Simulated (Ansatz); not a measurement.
```yaml
atoms:
  - { symbol: B, position_ang: [-0.6887, -0.6226, -0.4973] }
  - { symbol: Cl, position_ang: [-0.5978, -0.5864, 1.4512] }
  - { symbol: Cl, position_ang: [-0.0854, -2.1340, -1.1696] }
  - { symbol: Cl, position_ang: [-2.1617, 0.1186, -1.1146] }
  - { symbol: B, position_ang: [0.6652, 0.5996, 0.5542] }
  - { symbol: H, position_ang: [0.2849, 0.2796, -0.6918] }
  - { symbol: Cl, position_ang: [0.2537, 2.2990, 0.7615] }
  - { symbol: Cl, position_ang: [2.3298, 0.0462, 0.7064] }
```

The product side of a reaction path; geometry: PBE0-D4/def2-TZVP.

Method: RKS PBE0-D4/def2-TZVPP in Ansatz.

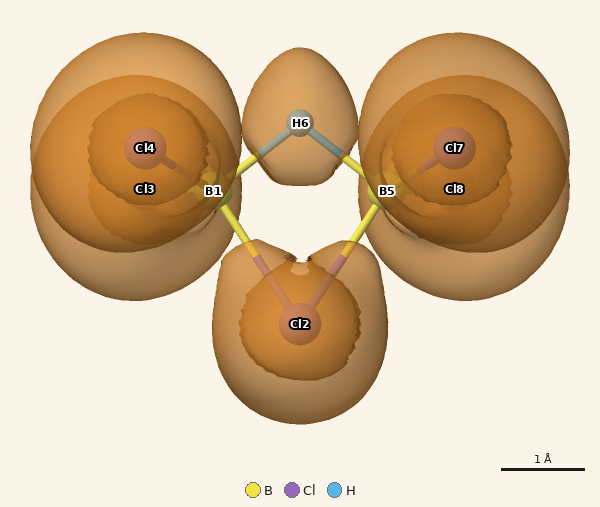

B$_{2}$Cl$_{5}$H. Isosurface of the electron localisation function at 0.75 (orange), seen from one side. Only the valence region is drawn (cores and ρ < 0.01 e/Å³ removed).

Where are the electrons localised?

Answer. The surface consists of one region around a hydrogen nucleus and five regions on Cl in which the atom's valence shell and bonds are merged.

Values along the shortest contacts:
B–Cl (1.76 Å): the ELF peaks at about 0.90 between the atoms (a shared but strongly polarised pair). B–H (1.34 Å): the ELF climbs to about 1 towards the hydrogen, as it does in any bond to H.
